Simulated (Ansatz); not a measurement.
**C2H6AlBO (SMILES O[CH2][Al]1[BH][CH2]1): density, localisation and related maps**

Input

```
crystal:
  periodic: [false, false, false]
  atoms:
    - { symbol: O, position_ang: [-0.2084, 1.6807, -1.906] }
    - { symbol: C, position_ang: [0.8214, 0.9952, -1.4094] }
    - { symbol: Al, position_ang: [0.1794, -0.2448, 0.0164] }
    - { symbol: B, position_ang: [-0.6082, -2.0215, 0.8012] }
    - { symbol: C, position_ang: [-0.4257, -0.7364, 1.7028] }
    - { symbol: H, position_ang: [-0.4693, 2.4391, -1.2456] }
    - { symbol: H, position_ang: [1.6345, 1.6839, -1.007] }
    - { symbol: H, position_ang: [1.3071, 0.4081, -2.2309] }
    - { symbol: H, position_ang: [-1.113, -3.104, 0.7051] }
    - { symbol: H, position_ang: [0.3338, -0.9069, 2.5326] }
    - { symbol: H, position_ang: [-1.3862, -0.2504, 2.0615] }
basis:
  gaussian: { orbitals: def2-SVP }
hamiltonian:
  xc: hf
relax:
  f_tol: 0.015
  max_steps: 40
output:
  orbitals: {}
```

Command:

```sh
ansatz run input.yaml --threads 1 --pin off --max-ram 2048MiB --backend cpu --events-out ev --progress --plain --runs-dir out
```

The fields are those of the relaxed geometry.

Theory: RHF/def2-SVP in Ansatz.

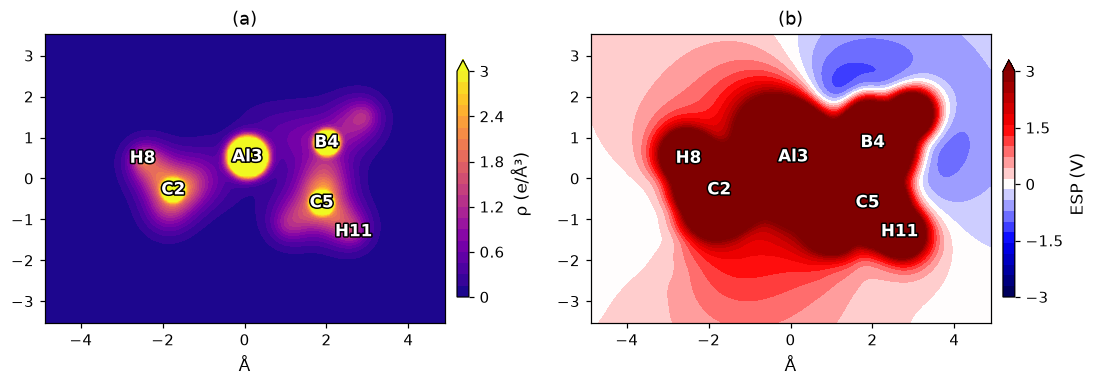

Figure 1. (a) electron density; (b) electrostatic potential on the plane of atoms Al3, B4 and C5.

Describe what can be read from this map.

Answer. Atoms in the plane: C, Al, B and H.
C–B (1.48 Å): the density is about 1.6 e/Å³ at the midpoint.
Al–B (1.97 Å): the density is about 0.55 e/Å³ at the midpoint.
C–Al (1.99 Å): ρ is about 0.75 e/Å³ halfway.
C–Al (2.13 Å): ρ at the midpoint is about 0.41 e/Å³.
C–H (1.09 Å): the density is about 1.9 e/Å³ at the midpoint.
Outside the dense part of the molecule the potential is most negative (−1.1 V) near H9, which lies off the plane.

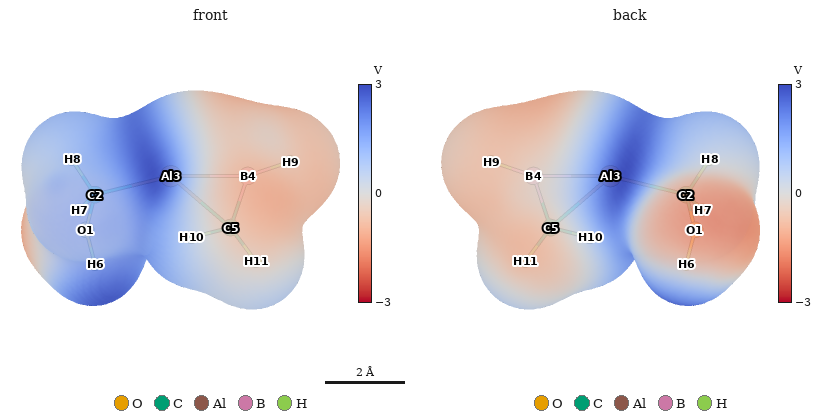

Figure 2. The molecular electrostatic potential painted on the density surface at 0.002 e/bohr³, seen from the front and from behind; red is negative and blue positive.

Which sites attract a positive test charge, and which a negative one?

Answer. A positive charge is drawn to the negative regions and a negative charge to the positive ones. The most negative region (about −1.6 V, or −37 kcal/mol for a unit charge) lies over O1, the most positive (about +2.9 V, or +67 kcal/mol for a unit charge) over Al3. O1 is the likeliest acceptor of a hydrogen bond.

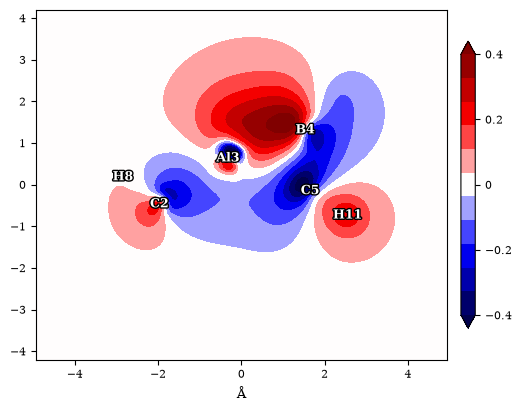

Figure 3. The HOMO on the plane of atoms C2, Al3 and B4 (values in Å⁻³ᐟ²; the overall sign is arbitrary).

Describe this orbital and give its energy.

Answer. Its weight (Hirshfeld) is mainly on B4 (about 30 %), Al3 (about 30 %) and C5 (about 20 %). Its energy is −8.61 eV.

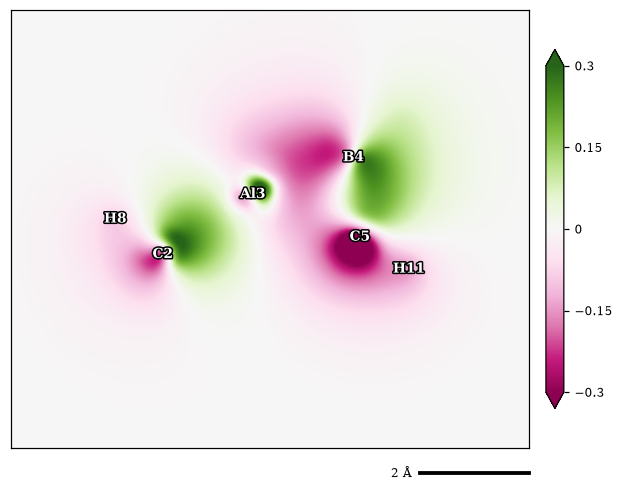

Figure 4. The HOMO−1 on the plane of atoms C2, Al3 and B4 (values in Å⁻³ᐟ²; the overall sign is arbitrary).

Where does this orbital lie, and at what energy?

Answer. By Hirshfeld shares it lies mainly on C5 (about 40 %), B4 (about 25 %) and Al3 (about 20 %). Its energy is −9.44 eV.
